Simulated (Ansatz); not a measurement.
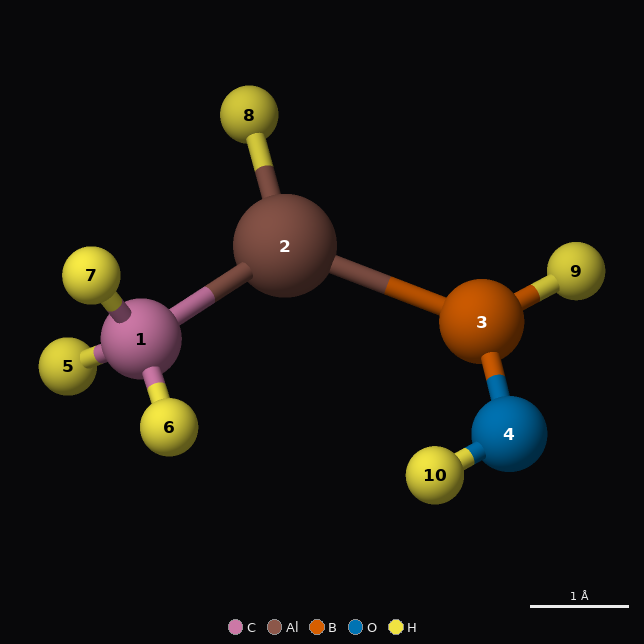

The view is orthographic, and the bar gives the scale. Computed geometry: PBE0-D4/def2-TZVP optimisation.

Write Cartesian coordinates in Å in the frame of the picture: x to the right, y up, z towards the viewer, origin at the mean of the atomic positions.

```xyz
10
CH6AlBO
C   -1.64  -0.12   0.38
Al  -0.16   0.84  -0.48
B    1.86   0.06  -0.37
O    2.15  -1.10   0.28
H   -2.40  -0.41  -0.36
H   -1.35  -1.03   0.92
H   -2.15   0.53   1.10
H   -0.53   2.19  -1.26
H    2.84   0.58  -0.86
H    1.38  -1.53   0.67
```
